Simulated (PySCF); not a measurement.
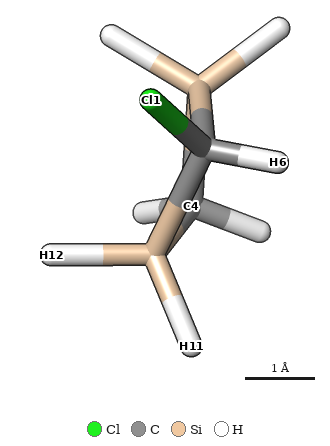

*The structure (stick view, seen at an oblique angle; atoms are numbered from 1 in the order of the input).*

Bond lengths as drawn: C–Cl 1.78 Å, C–H 1.10 Å, C–Si 1.90 to 1.91 Å and H–Si 1.49 Å.

**C$_{2}$H$_{7}$ClSi$_{2}$: NMR shielding calculation**

System: C$_{2}$H$_{7}$ClSi$_{2}$.
Method: GIAO wB97X-D/pcSseg-2 NMR shielding, non-relativistic, gas phase (PySCF 2.14.0).

The geometry comes from this level: PBE0-D3(BJ)/def2-SVP. Figures and captions count atoms from 1; the log counts them from 0 in places.

## What the program printed
```
coarse grid: 11384 points
cycle   1  E = -1119.5978371061  dE =  3.585e-01  |g| = 3.494e-01  |ddm| = 2.479e+00
cycle   2  E = -1119.6184038915  dE = -2.057e-02  |g| = 2.492e-01  |ddm| = 4.880e-01
cycle   3  E = -1119.6317319718  dE = -1.333e-02  |g| = 4.720e-02  |ddm| = 2.149e-01
cycle   4  E = -1119.6322994316  dE = -5.675e-04  |g| = 2.059e-02  |ddm| = 5.409e-02
cycle   5  E = -1119.6324028272  dE = -1.034e-04  |g| = 4.557e-03  |ddm| = 2.126e-02
cycle   6  E = -1119.6324092376  dE = -6.410e-06  |g| = 1.772e-03  |ddm| = 6.555e-03
final grid: 95624 points
cycle   7  E = -1119.6553237872  dE = -1.843e-04  |g| = 8.178e-03  |ddm| = 3.965e-02
cycle   8  E = -1119.6553247419  dE = -9.547e-07  |g| = 8.156e-03  |ddm| = 1.247e-02
cycle   9  E = -1119.6553402947  dE = -1.555e-05  |g| = 5.766e-04  |ddm| = 5.900e-03
cycle  10  E = -1119.6553403568  dE = -6.206e-08  |g| = 3.199e-04  |ddm| = 7.416e-04
cycle  11  E = -1119.6553403815  dE = -2.472e-08  |g| = 8.687e-05  |ddm| = 2.954e-04
cycle  12  E = -1119.6553403838  dE = -2.317e-09  |g| = 2.076e-05  |ddm| = 1.085e-04
cycle  13  E = -1119.6553403840  dE = -1.803e-10  |g| = 6.089e-06  |ddm| = 3.719e-05
```

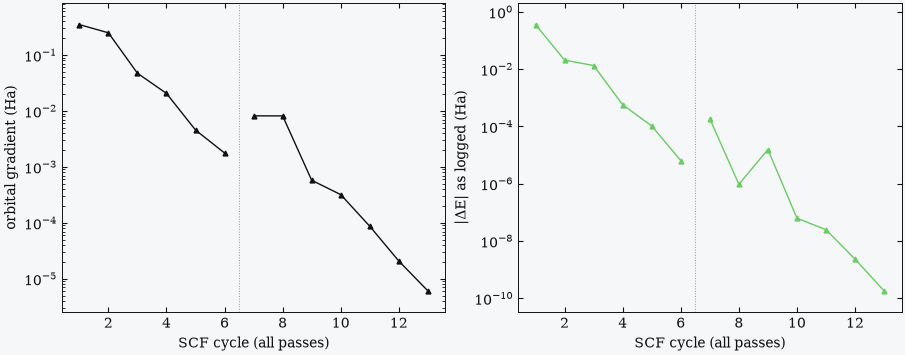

*Convergence of the self-consistent field: orbital gradient and size of the energy change against the SCF cycle. The dotted line marks the change from a coarse to the final integration grid.*

The first 6 cycles use a coarse grid, the final grid takes over at cycle 7, and the field converges after 13 cycles in all.

```
converged SCF energy = -1119.6553403840

GIAO shielding tensors (ppm)
atom      isotropic    diamagn.    paramagn.     s11        s22        s33       span
  0 Cl     874.485    1145.533    -271.048    761.003    765.388   1097.064    336.061
  1 C      156.123     250.338     -94.215    124.064    143.244    201.059     76.995
  2 Si     365.007     877.812    -512.804    332.243    351.623    411.156     78.913
  3 C      195.557     253.755     -58.198    185.108    196.271    205.292     20.184
  4 Si     364.997     877.801    -512.804    332.066    351.511    411.414     79.348
  5 H       28.390      30.815      -2.426     22.834     28.727     33.607     10.773
  6 H       26.684      29.245      -2.560     24.289     25.213     30.551      6.262
  7 H       26.358      28.706      -2.348     22.959     24.310     31.805      8.845
  8 H       31.089      31.235      -0.146     27.075     28.005     38.186     11.111
  9 H       31.015      29.978       1.037     26.346     27.290     39.408     13.062
 10 H       26.356      28.695      -2.339     22.956     24.309     31.803      8.848
 11 H       26.684      29.246      -2.562     24.292     25.224     30.535      6.243
```

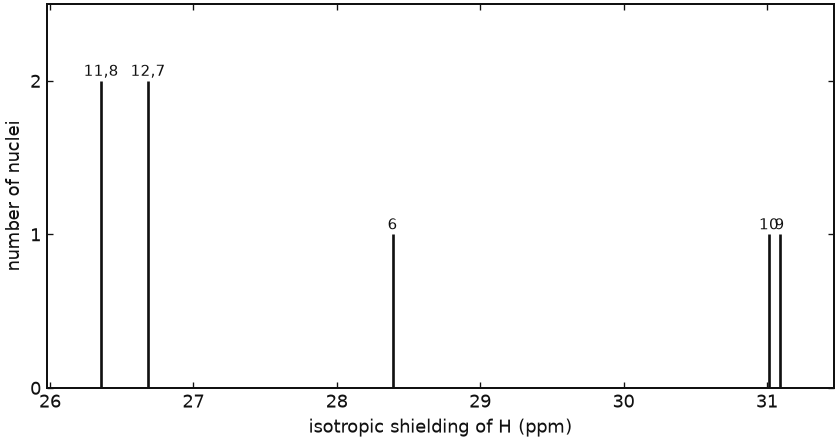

*Isotropic shieldings of the hydrogen nuclei in this fixed geometry, labelled by atom number; shielding grows to the right, so chemical shift grows to the left.*

The least shielded is H11 (26.4 ppm), the most shielded H9 (31.1 ppm).

The run was set up as follows.

## Input file
```
{"job": {"kind": "nmr", "xc": "wB97X-D", "basis": "pcSseg-2", "pop": false}, "charge": 0, "multiplicity": 1}
Cl     1.599403    -2.405579     0.302366
C      0.866429    -0.922632    -0.349840
Si     0.916098     0.711875     0.643267
C     -0.818814     1.128150    -0.020671
Si    -1.034566    -0.721189    -0.414453
H      1.285517    -0.745622    -1.355612
H      0.893233     0.440748     2.109986
H      2.025735     1.658703     0.316138
H     -0.773587     1.741446    -0.935551
H     -1.532681     1.588732     0.676625
H     -1.703555    -1.083781    -1.701187
H     -1.677198    -1.453548     0.715239
```

The first line tells a small driver script what to run in PySCF; the rest is the geometry in Å.

Run as:
```bash
OMP_NUM_THREADS=1 python <driver script> task.json out
```

## Results in brief

```json
{"quantity": "outcome", "value": "converged"}
{"quantity": "total energy", "value": "−1119.655340 hartree"}
{"quantity": "HOMO", "value": "−9.28 eV"}
{"quantity": "LUMO", "value": "1.24 eV"}
{"quantity": "dipole moment", "value": "2.53 D"}
{"quantity": "isotropic shielding, Cl", "value": "874.5 ppm"}
{"quantity": "isotropic shielding, C", "value": "156.1 to 195.6 ppm"}
{"quantity": "isotropic shielding, Si", "value": "365.0 ppm"}
{"quantity": "isotropic shielding, H", "value": "26.4 to 31.1 ppm"}
{"quantity": "hardware", "value": "1 CPU thread, shared host"}
{"quantity": "wall time", "value": "87 s"}
{"quantity": "peak memory", "value": "1.3 GiB"}
```
